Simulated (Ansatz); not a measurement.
Base system: Ti in the hcp (Mg type) structure (space group P6_3/mmc, No. 194; a = 2.936 Å, c = 4.636 Å). Axes: x lies along a and z along c of the hexagonal cell.

Structures relaxed with DFT with r2SCAN, PAW potentials and a 500 eV plane-wave cutoff in Ansatz (an electronic-structure program), without spin-orbit coupling.

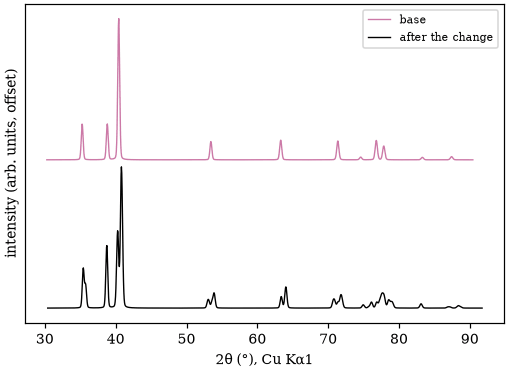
Figure. Simulated powder patterns before (top) and after one change

### Question
Which change produced these results?
(A) biaxial strain −2.07 %, plane normal [001], relaxed out of plane
(B) isotropic strain +4.84 %
(C) strain tensor (xx, yy, zz, yz, xz, xy) = (−0.95, −0.45, +0.19, +0.62, +0.64, +0.56) %

### Answer
C, strain tensor (xx, yy, zz, yz, xz, xy) = (−0.95, −0.45, +0.19, +0.62, +0.64, +0.56) %. Its volume per atom is 17.09 Å³ against 17.30 Å³, and its space group is P-1 (No. 2).

Whether these cells are dynamically stable was not tested. The final runs are not spin-polarised.
